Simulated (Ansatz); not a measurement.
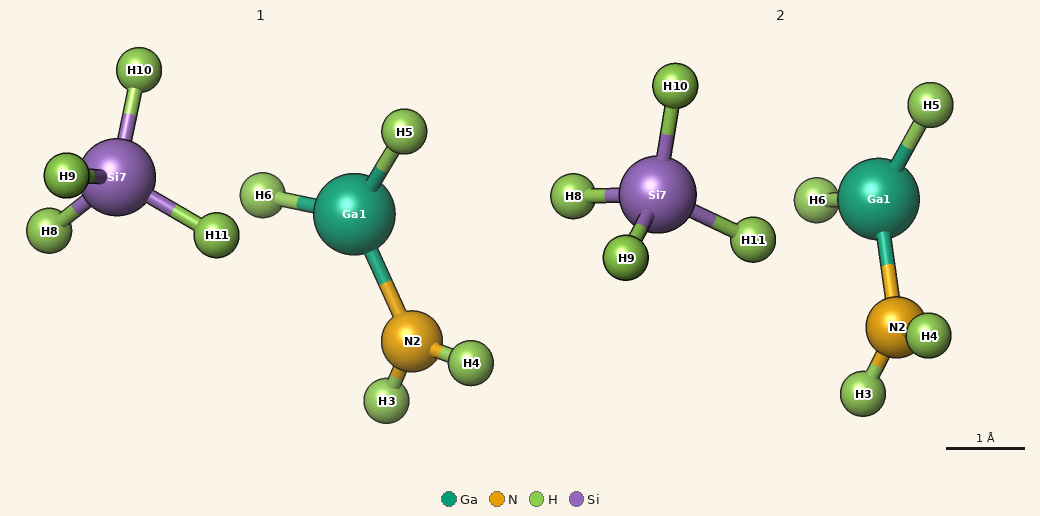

Two geometries of GaSiNH$_{8}$, drawn at one scale. One is the start of a relaxation, the other its converged end. The picture is a ball-and-stick view, seen at a tilt.

All numbers below come from RKS PBE0-D4/def2-SVP in Ansatz. Settings: no spin polarisation; force threshold 0.03 eV/Å; at most 50 steps.

Which of the two is the end point?

Answer. Structure 1 is the relaxed one. The run prepares an end point of a later path (reaction) calculation, from a guessed geometry. After 24 accepted moves (25 points after the start) the energy has fallen by 27.6 kJ/mol. The largest force component goes from 1.4 to 0.014 eV/Å. The line search rejected the trial step at point 19 of the run. The forces were under the threshold at step 17, but the run went on from there. The atom that moves furthest after the best rigid fit is H9 (1.20 Å). Largest moves by element: H 1.20 Å, N 0.67 Å, Ga 0.46 Å, Si 0.35 Å. Some distances before and after: Ga1–H11 2.280 → 2.556 Å, Ga1–N2 1.883 → 1.812 Å, Si7–H11 1.480 → 1.501 Å, Si7–H9 1.500 → 1.493 Å. Among the angles between lasting bonds that change: H5–Ga1–H6 128.0° → 125.7°. Cost: 98 s on 2 threads of AMD EPYC 7R43 64-Core Processor (Zen 3), with other jobs on the host, peak memory 0.24 GiB.

Limits of the set-up: the start holds two separate molecules, 2.3 Å apart at their closest, whose relative position is a soft coordinate.
